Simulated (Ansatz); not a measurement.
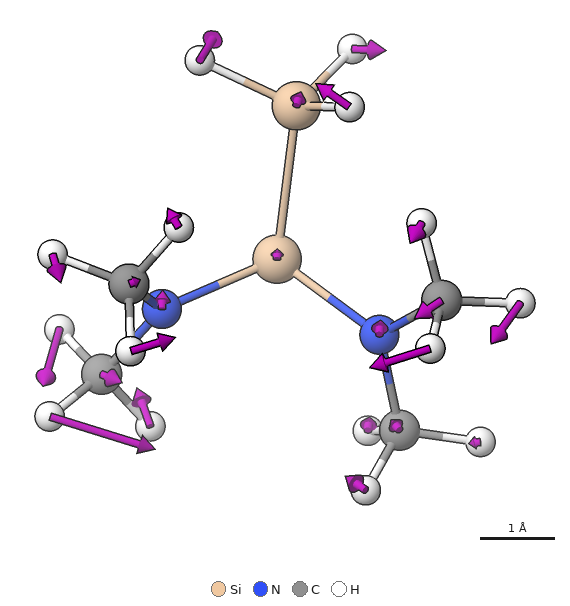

A relaxation of C4H16N2Si2. The starting structure is drawn; purple arrows show the displacements, at their true length. The two geometries are superimposed by the best rigid fit.

The picture is a ball-and-stick view, seen at a tilt.

The run prepares the start of a later molecular dynamics calculation, from a guessed geometry.

Method: RKS CAM-B3LYP-D4/STO-3G (Ansatz). Settings: no spin polarisation; force threshold 0.02 eV/Å; at most 40 steps.

> Which element moves most?

Hydrogen: up to 1.52 Å, against 0.48 Å for carbon.

> Describe the change and its energy.

The atom that moves furthest after the best rigid fit is an H atom (1.52 Å). Largest moves by element: H 1.52 Å, C 0.48 Å, N 0.29 Å, Si 0.26 Å. Some distances before and after: N–Si 1.819 → 1.760 Å, Si–Si 2.220 → 2.253 Å, H–Si 1.460 → 1.438 Å, C–N 1.470 → 1.484 Å. Bond angles that change, for instance: C–N–C 120.0° → 111.0°, N–Si–N 109.5° → 116.0°, N–Si–H 109.5° → 104.4°. Groups turn about Si–Si by about 25°. The energy falls by 17.9 kcal/mol in 21 accepted moves (24 points after the start). Largest force component: 3.4 eV/Å at the start, 0.0073 eV/Å at the end. The line search rejected the trial steps at points 8, 9, 16 of the run.

Limits of the set-up: STO-3G is a minimal basis, so the numbers are rough.
